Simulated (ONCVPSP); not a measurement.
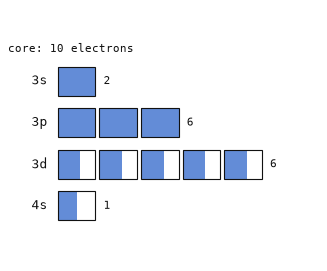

**Figure 1.** The valence shells of the reference configuration: a box for each of the 2l + 1 orbitals, shaded by the share of the shell that is filled, with the electron count at the right.

Pseudopotential generation, with input and output: Fe

System: iron (Fe, Z = 26), core [Ne], reference valence 3s2 3p6 3d6 4s1 (an ion of charge +1), valence charge 16.
Method: ONCV potential, PBE, non-relativistic, made with ONCVPSP 4.0.1.

The input:
```
# ATOM AND REFERENCE CONFIGURATION
# atsym  z   nc   nv     iexc    psfile
  Fe 26.00    3    4        4      upf
#
#   n    l    f
    1    0    2.00
    2    0    2.00
    2    1    6.00
    3    0    2.00
    3    1    6.00
    3    2    6.00
    4    0    1.00
#
# PSEUDOPOTENTIAL AND OPTIMIZATION
# lmax
    2
#
#   l,   rc,      ep,       ncon, nbas, qcut
    0    1.36    0.00    4    8   11.90
    1    1.04    0.00    4    9   16.40
    2    1.14    0.00    3    8   15.70
#
# LOCAL POTENTIAL
# lloc, lpopt,  rc(5),   dvloc0
    4    1    0.84    3.00
#
# VANDERBILT-KLEINMAN-BYLANDER PROJECTORs
# l, nproj, debl
    0    2    2.50
    1    2    0.80
    2    1    0.50
#
# MODEL CORE CHARGE
# icmod, fcfact, rcfact
    3    3.00    1.40
#
# LOG DERIVATIVE ANALYSIS
# epsh1, epsh2, depsh
   -5.00    5.00    0.04
#
# OUTPUT GRID
# rlmax, drl
    6.00    0.01
#
# TEST CONFIGURATIONS
# ncnf
    4
# nvcnf
#   n    l    f
    4
    3    0    2.00
    3    1    6.00
    3    2    6.00
    4    0    2.00
#
    4
    3    0    2.00
    3    1    6.00
    3    2    6.00
    4    0    0.00
#
    4
    3    0    2.00
    3    1    6.00
    3    2    5.00
    4    0    0.00
#
    4
    3    0    2.00
    3    1    6.00
    3    2    5.00
    4    0    2.00
#
```

The log's header says scalar-relativistic, as this program prints it for non-relativistic runs too.

Hardware: 1 CPU thread, shared host.

Command:
```bash
oncvpspnr.x < Fe.dat > Fe.out
```

The program's output (extracts):
```
ONCVPSP  (Optimized Norm-Conservinng Vanderbilt PSeudopotential)
scalar-relativistic version 4.0.1

#   n    l    f        energy (Ha)
    1    0    2.00    -2.5510295E+02
    2    0    2.00    -2.9936645E+01
    2    1    6.00    -2.5876344E+01
    3    0    2.00    -3.6902391E+00
    3    1    6.00    -2.5032076E+00
    3    2    6.00    -5.9439903E-01
    4    0    1.00    -4.4681369E-01

Reference configufation results
  iterations    27
  all-electron total energy (Ha)   -1.26297865D+03

Begin loop to  construct optimized pseudo wave functions
and semi-local pseudopoentials for all angular momenta

Calculating optimized projector #   1

 for l=   0

    Fraction of norm inside rc  0.943795
    Optimizing pswf for qcut=  11.90 a_B^-1,  ecut=  70.75 Ha
    Residual kinetic energy error=  1.45D-08 Ha

    Energy error per electron        Cutoff
         Ha          eV             Ha
         0.01000     0.27211       28.49
         0.00100     0.02721       38.47
         0.00010     0.00272       46.68
         0.00001     0.00027       53.71

Calculating optimized projector #   2

 for l=   0

    Fraction of norm inside rc  0.050677
    Optimizing pswf for qcut=  11.90 a_B^-1,  ecut=  70.75 Ha
    Residual kinetic energy error=  2.92D-09 Ha

    Energy error per electron        Cutoff
         Ha          eV             Ha
         0.01000     0.27211       18.85
         0.00100     0.02721       32.98
         0.00010     0.00272       42.90
         0.00001     0.00027       51.39

WARNING wellstate: negative energy specified for n= 4 l=  1
WARNING scattering state with energy  0.25000000
WARNING will be used for the first projector

   Wellstate for l =  1  n =  5
     eigenvalue =   0.2500
     asymptotic potential =   0.7500
     half-point radius =  6.2395

Calculating optimized projector #   1

 for l=   1

    Fraction of norm inside rc  0.736801
    Optimizing pswf for qcut=  16.41 a_B^-1,  ecut= 134.72 Ha
    Residual kinetic energy error=  4.11D-09 Ha

    Energy error per electron        Cutoff
         Ha          eV             Ha
         0.01000     0.27211       25.26
         0.00100     0.02721       62.32
         0.00010     0.00272       80.49
         0.00001     0.00027       94.96

Calculating optimized projector #   2

 for l=   1

    Fraction of norm inside rc  0.021753
    Optimizing pswf for qcut=  16.41 a_B^-1,  ecut= 134.72 Ha
    Residual kinetic energy error=  1.32D-10 Ha

    Energy error per electron        Cutoff
         Ha          eV             Ha
         0.01000     0.27211       16.63
         0.00100     0.02721       24.83
         0.00010     0.00272       61.22
         0.00001     0.00027       80.75

Calculating optimized projector #   1

 for l=   2

    Fraction of norm inside rc  0.624998
    Optimizing pswf for qcut=  15.68 a_B^-1,  ecut= 123.00 Ha
    Residual kinetic energy error=  1.93D-08 Ha

    Energy error per electron        Cutoff
         Ha          eV             Ha
         0.01000     0.27211       65.61
         0.00100     0.02721       80.50
         0.00010     0.00272       92.80
         0.00001     0.00027      102.71

Construct Vanderbilt / Kleinmman-Bylander projectors

B matrix Hermiticity error, ll=   0
   1   2    4.7263E-09

  Orthonormal projector coefficients  1.3101E+01  2.0843E+00

B matrix Hermiticity error, ll=   1
   1   2   -2.9357E-09

  Orthonormal projector coefficients  4.7009E+00  2.0370E-01

Model core correction analysis
  based on d2Exc/dn_idn_j

d2excae - all-electron derivatives

   -4.235775D-02   -3.935911D-02   -2.875551D-02   -2.628256D-03
   -3.935935D-02   -3.777506D-02   -2.847864D-02   -3.186555D-03
   -2.875597D-02   -2.847890D-02   -2.645628D-02   -9.026871D-03
   -2.627442D-03   -3.185056D-03   -9.023708D-03   -4.280054D-02

d2excps - pseudofunction derivatives with no core correction

   -4.484763D-02   -4.029933D-02   -3.171824D-02   -2.951494D-03
   -4.029981D-02   -3.878402D-02   -3.143831D-02   -3.270574D-03
   -3.171896D-02   -3.143851D-02   -2.831287D-02   -9.212157D-03
   -2.950431D-03   -3.269072D-03   -9.209000D-03   -4.282958D-02

rms 2nd derivative error    1.728464E-03

rmatch, rhocmatch    0.4119   44.7880

Teter function model core charge with specified parameters

d2excps - pseudofunction derivatives with core correction

   -3.939392D-02   -3.795964D-02   -3.015691D-02   -2.477308D-03
   -3.795964D-02   -3.737040D-02   -3.031292D-02   -3.060175D-03
   -3.015713D-02   -3.031314D-02   -2.736616D-02   -9.074734D-03
   -2.476468D-03   -3.058668D-03   -9.071576D-03   -4.278939D-02

rms 2nd derivative error    1.235720E-03

Pseudoatom total energy -122.808275

Diagnostic tests using Vanderbilt-Kleinman-Bylander pseudopotentials
  1 or more projectors used as specified by nproj input data

   l    rcore       rmatch      e in        delta e   norm test  slope test

   0   1.3627829   1.4041599  -3.6902391   0.0000001   1.0000001   1.0000001
   0   1.3627829   1.4041599  -0.4468137   0.0000000   1.0000000   1.0000000

   1   1.0411601   1.0727720  -2.5032076   0.0000000   1.0000000   1.0000000
   1   1.0411601   1.0727720   0.2500000  -0.0000000   1.0000000   1.0000000

   2   1.1457377   1.1805248  -0.5943990  -0.0000027   0.9999995   0.9999946

 Testing for bound ghosts
   n   l    E NL Schr. Eq   E Basis Diag.   E Cutoff

   1   0       -3.690239       -3.690237    142.19
   2   0       -0.446814       -0.341090    142.19

   2   1       -2.503208       -2.502463    364.54

   3   2       -0.594402       -0.582469    196.41

 Testing for highly-localized positive-energy ghosts
       l    <radius>/rc     E Basis Diag.   E Cutoff

Test configuration 0

   n   l     f        eae           eps        diff
   1   0  2.0000 -255.10295068
   2   0  2.0000  -29.93664455
   2   1  6.0000  -25.87634449
   3   0  2.0000   -3.69023914   -3.69023906    7.68D-08
   3   1  6.0000   -2.50320763   -2.50320763    0.00D+00
   3   2  6.0000   -0.59439903   -0.59440175   -2.72D-06
   4   0  1.0000   -0.44681369   -0.44681369    0.00D+00

    Total energies and differences
      AE_ref= -1.26297865D+03  AE_tst= -1.26297865D+03  dif=  0.00D+00
      PS_ref= -1.22808275D+02  PS_tst= -1.22808275D+02  dif= -1.42D-14
      PSP excitation error=  1.42D-14

Test configuration 1

   n   l     f        eae           eps        diff
   1   0  2.0000 -254.78936989
   2   0  2.0000  -29.62971570
   2   1  6.0000  -25.56883948
   3   0  2.0000   -3.37881733   -3.37894245   -1.25D-04
   3   1  6.0000   -2.19140782   -2.19151013   -1.02D-04
   3   2  6.0000   -0.28575591   -0.28567754    7.84D-05
   4   0  2.0000   -0.19113807   -0.19115604   -1.80D-05

    Total energies and differences
      AE_ref= -1.26297865D+03  AE_tst= -1.26329469D+03  dif= -3.16D-01
      PS_ref= -1.22808275D+02  PS_tst= -1.23124328D+02  dif= -3.16D-01
      PSP excitation error=  1.10D-05

Test configuration 2

   n   l     f        eae           eps        diff
   1   0  2.0000 -255.47111546
   2   0  2.0000  -30.29479859
   2   1  6.0000  -26.23535996
   3   0  2.0000   -4.05315162   -4.05307837    7.33D-05
   3   1  6.0000   -2.86615466   -2.86605953    9.51D-05
   3   2  6.0000   -0.95126686   -0.95142088   -1.54D-04

    Total energies and differences
      AE_ref= -1.26297865D+03  AE_tst= -1.26239091D+03  dif=  5.88D-01
      PS_ref= -1.22808275D+02  PS_tst= -1.22220558D+02  dif=  5.88D-01
      PSP excitation error=  1.97D-05

Test configuration 3

   n   l     f        eae           eps        diff
   1   0  2.0000 -256.18692146
   2   0  2.0000  -31.03403991
   2   1  6.0000  -26.97249995
   3   0  2.0000   -4.74158519   -4.74373877   -2.15D-03
   3   1  6.0000   -3.54620063   -3.54715876   -9.58D-04
   3   2  5.0000   -1.59759777   -1.59743805    1.60D-04

    Total energies and differences
      AE_ref= -1.26297865D+03  AE_tst= -1.26112534D+03  dif=  1.85D+00
      PS_ref= -1.22808275D+02  PS_tst= -1.20954897D+02  dif=  1.85D+00
      PSP excitation error= -7.19D-05

Test configuration 4

   n   l     f        eae           eps        diff
   1   0  2.0000 -255.35903784
   2   0  2.0000  -30.22540154
   2   1  6.0000  -26.16213884
   3   0  2.0000   -3.93492776   -3.93645509   -1.53D-03
   3   1  6.0000   -2.74081529   -2.74154375   -7.28D-04
   3   2  5.0000   -0.80489678   -0.80422523    6.72D-04
   4   0  2.0000   -0.51100198   -0.51112887   -1.27D-04

    Total energies and differences
      AE_ref= -1.26297865D+03  AE_tst= -1.26276077D+03  dif=  2.18D-01
      PS_ref= -1.22808275D+02  PS_tst= -1.22590699D+02  dif=  2.18D-01
      PSP excitation error=  3.00D-04
```

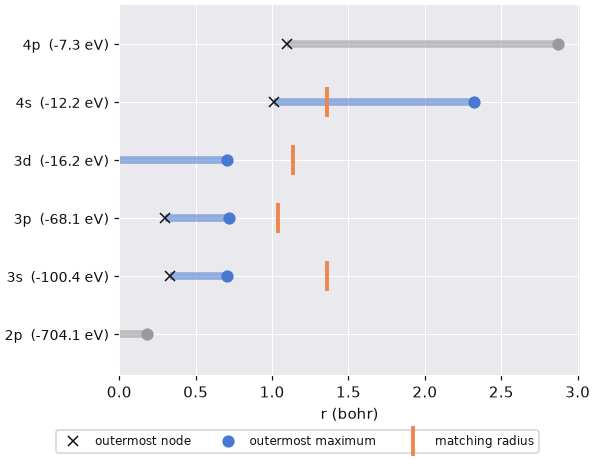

**Figure 2.** Outer shells of the all-electron reference atom: each bar runs from the outermost node (or the nucleus) to the outermost maximum of u(r); the tick is the radius chosen for the pseudo-wave. Shells without a tick have no pseudo-wave of their own. Levels, nodes and maxima are from ld1.x, non-relativistic.

- Radii against the shells: 3s: 1.36 bohr, outside the maximum; 3p: 1.04 bohr, outside the maximum; 3d: 1.14 bohr, outside the maximum; 4s: 1.36 bohr, between node and maximum.

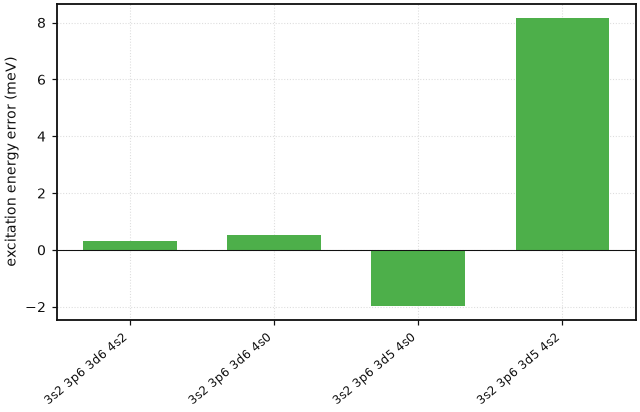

**Figure 3.** Errors, all-electron minus pseudo, of the energies of valence configurations relative to the unpolarised reference 3s2 3p6 3d6 4s1.

- Worst configuration: 3s2 3p6 3d5 4s2 (charge +1): the error is +8.2 meV on an all-electron energy of +5.93 eV relative to the reference, or 0.14 %.
- Configurations within 10 meV and within 50 meV: 4 and 4 of 4.
- Errors in meV: 3s2 3p6 3d6 4s2: +0.3; 3s2 3p6 3d6 4s0: +0.5; 3s2 3p6 3d5 4s0: -2.0; 3s2 3p6 3d5 4s2: +8.2.

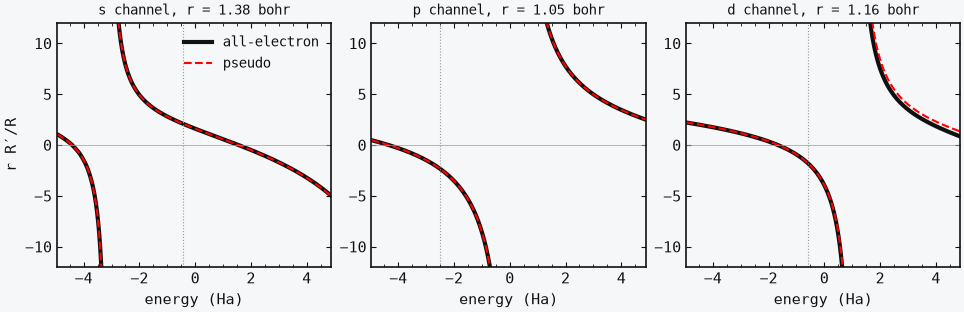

**Figure 4.** Logarithmic derivatives r R′/R at the test radius against energy, all-electron atom (solid) and pseudo-atom (dashed). Here R(r) is the radial function. The dotted line marks the reference energy of the channel. Not drawn: f: not judged.

- Zeros of the logarithmic derivative: s: all-electron -4.4 and 1.5 Ha, pseudo -4.4 and 1.5 Ha; p: all-electron -4.4 Ha, pseudo -4.4 Ha; d: all-electron -1.7 Ha, pseudo -1.7 Ha.
- Ghost states: the plot shows none: pseudo and all-electron curves have the same branches in all channels drawn. The separate test gives: no bound ghost flagged; no localised positive-energy state flagged.
- Poles, where the radial function vanishes at the test radius: s: all-electron at -3.1 Ha, pseudo at -3.1 Ha; p: all-electron at 0.2 Ha, pseudo at 0.2 Ha; d: all-electron at 1.1 Ha, pseudo at 1.1 Ha.

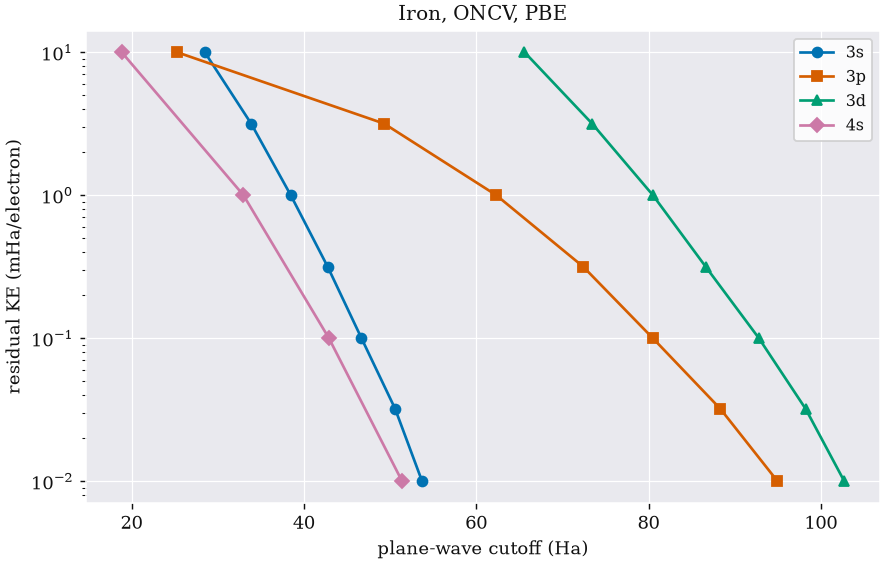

**Figure 5.** Residual kinetic energy of the pseudo-waves (the first of each channel, and further valence shells) beyond the plane-wave cutoff, as the generator prints it.

- Cutoffs for the occupied states: 80 Ha for 1 mHa and 93 Ha for 0.1 mHa per electron. The first is set by 3d.
- Cutoffs for 1 mHa per electron: 3d: 81 Ha; 3p: 62 Ha; 3s: 38 Ha; 4s: 33 Ha.
- Hardest wave at 1 mHa per electron: 3d, with rc = 1.14 bohr and qcut = 15.7 1/bohr. The optimisation minimises, but can't always remove, the kinetic energy above qcut²/2 = 123.2 Ha, and a larger rc would as a rule soften the wave at some cost in transferability.

Summary:

- outcome: generated
- cutoffs needed: 80 Ha and 93 Ha (the cutoffs at which the residual kinetic energy of the hardest occupied pseudo-wave falls to 1 and 0.1 mHa per electron)
- ghost test: no bound ghost flagged; no localised positive-energy state flagged
- largest excitation error: +8.2 meV (all-electron minus pseudo) for 3s2 3p6 3d5 4s2, out of 4 test configurations
- rms error of d²Exc/dni dnj: 1.73 mHa without and 1.24 mHa with the model core
- range over which the phases arctan(r R′/R) at the test radius agree within 0.05 rad (a looser test near the poles than one of phase shifts): s: over the whole range computed; p: over the whole range computed; d: up to about 3.4 Ha; f: not judged, local potential alone
- wall time: 3.7 s

Remarks:

Warnings of the program, in the generation or the tests: wellstate: negative energy specified for n= 4 l= 1.
